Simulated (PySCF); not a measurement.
# C$_{2}$H$_{10}$NSi, charge +1, SMILES `C[SiH](C)[NH3+]`: electronic structure

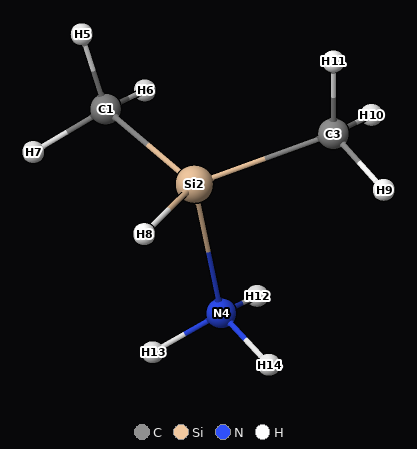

The molecule, with its atoms numbered as below. No frequency check shows the geometry to be a minimum.

Geometry (Å), atoms numbered from 1:

```
C1      -1.6104    0.8132   -0.2811
Si2      0.0003    0.1767    0.4636
C3       1.6118    0.8105   -0.2815
N4      -0.0014   -1.6811   -0.2009
H5      -1.7790    1.8487    0.0030
H6      -1.6030    0.7860   -1.3699
H7      -2.4785    0.2514    0.0586
H8       0.0003   -0.1177    1.8916
H9       2.4790    0.2473    0.0581
H10      1.6041    0.7833   -1.3702
H11      1.7822    1.8458    0.0026
H12     -0.0047   -1.7085   -1.2201
H13     -0.8240   -2.1911    0.1189
H14      0.8205   -2.1925    0.1187
```

## 1. Bonding charge

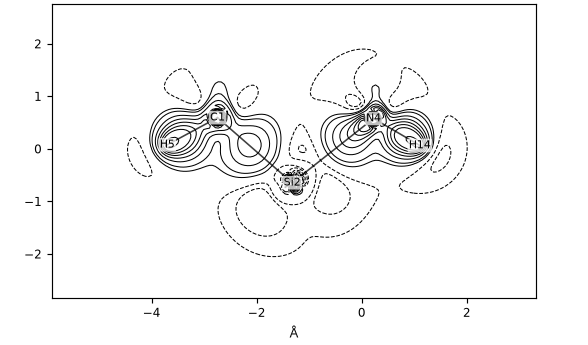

Deformation density (molecule less spherical, spin-averaged free atoms) in the plane of C1, Si2, N4, H5 and H14; contours at ±0.05 to ±0.8 e/Å³; solid lines: gain, dashed lines: loss.

PySCF calculation, PBE0/def2-TZVP, gas phase; geometry: GFN2-xTB.

Q: How much density has each bond in this plane gained at its critical point, relative to the free atoms?

A: N4–H14: +0.82 e/Å³ at the bond critical point (bond length 1.02 Å, Mayer order 0.9). C1–H5: +0.69 e/Å³ at the bond critical point (bond length 1.09 Å, Mayer order 0.9). C1–Si2: +0.22 e/Å³ at the bond critical point (bond length 1.89 Å, Mayer order 1.1). Si2–N4: −0.02 e/Å³ at the bond critical point (bond length 1.97 Å, Mayer order 0.7). In all, 2.8 electrons gather in the regions of gain relative to the promolecule of neutral atoms (the regions of loss give up this much and the cation's charge besides). A small or negative value marks a very polar bond, one between electron-rich atoms, whose free-atom densities already overlap strongly, a long bond to a heavier atom, or a closed-shell contact such as a hydrogen bond.

## 2. Bond critical points

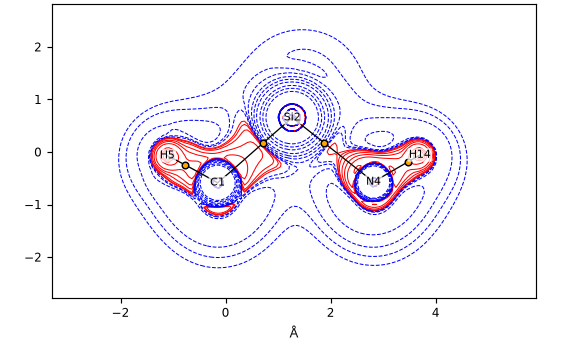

Negative Laplacian of the density (−∇²ρ) in the plane of C1, Si2, N4, H5 and H14 (solid red lines positive, dashed blue lines negative, contours at ±0.02 to ±8 a.u.), with bond paths and bond critical points (dots).

Q: Sort the bonds in the plane by the sign of ∇²ρ at their critical points.

A: Concentrated (∇²ρ < 0): N4–H14 (−1.78 a.u.); C1–H5 (−0.93 a.u.). Depleted (∇²ρ > 0): C1–Si2 (+0.13 a.u., H = −0.079); Si2–N4 (+0.22 a.u., H = −0.032). A positive Laplacian with clearly negative H marks a strongly polar covalent bond, whose critical point lies close to the core of the less electronegative atom.

Q: Where along N4–H14 does the critical point lie?

A: 0.77 Å from N4 and 0.25 Å from H14.

## 3. Local ionisation energy

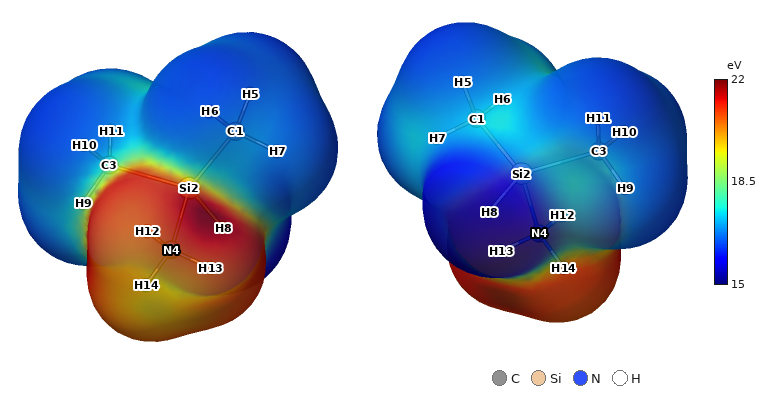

Average local ionisation energy on the surface of electron density 0.001 a.u. (back view left, front view right).

Q: Where are the most loosely bound electrons on this surface?

A: The lowest value is 15.2 eV, 1.4 Å from H8. Further minima include 16.3 eV, 1.3 Å from H11, and at like points elsewhere. For comparison, the highest occupied orbital lies at −13.9 eV.

Q: What volume does the surface enclose?

A: About 119 Å³.

## 4. Removing or adding an electron

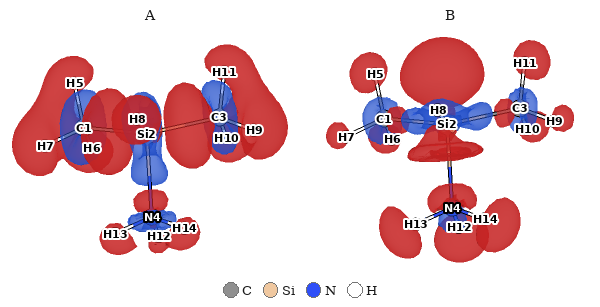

The two Fukui functions at ±0.02 e/Å³ (red positive, blue negative).

Level of theory: ωB97X/def2-SVP (PySCF), at a geometry from GFN2-xTB.

Q: Which panel is f⁻ (electron removed) and which f⁺ (electron added)?

A: A is f⁻, B is f⁺. f⁻ (Hirshfeld-condensed) is largest on C1 and C3 (0.15 each), Si2 (0.15) and H7 and H9 (0.09 each); the vertical ionisation energy is 16.30 eV. f⁺ (Hirshfeld-condensed) is largest on Si2 (0.26); the vertical electron affinity is 2.46 eV (the stability of the neutral species's solution wasn't checked; rough: the basis has no diffuse functions).

Q: What chemical potential and hardness follow from the two energies?

A: μ = −(I + A)/2 = −9.38 eV and η = I − A = 13.83 eV.

## 5. Localised orbitals

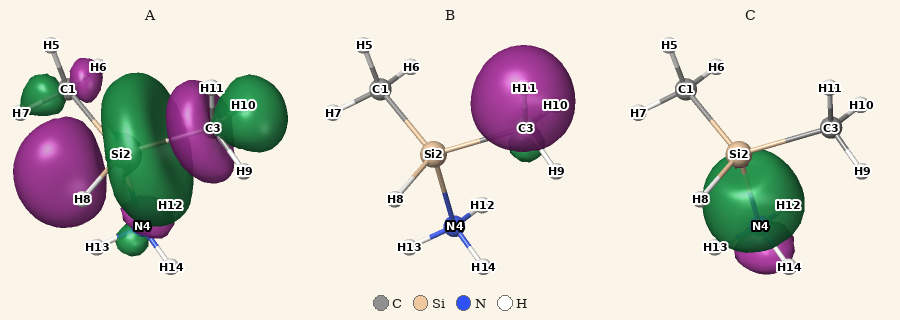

Intrinsic bond orbitals (IBO), occupied and valence-virtual; each surface holds about 80 % of the orbital's density. Energies are diagonal elements of the Fock matrix.

Method: B3LYP/def2-SVP; geometry: GFN2-xTB; program: PySCF.

Q: Name the orbitals, with their atomic make-up and energies.

A: By panel:
- A: σ* orbital Si2–C3 (Si2 60 %, C3 38 %; 0.9 eV)
- B: σ bond C3–H11 (C3 58 %, H11 40 %; −17.5 eV)
- C: pair mostly on N4, shared in part with Si2 (N4 80 %, Si2 18 %; −18.7 eV)

Q: How do all the valence pairs divide up?

A: 13 pairs: 12 σ bonds and 1 strongly polarised pair.
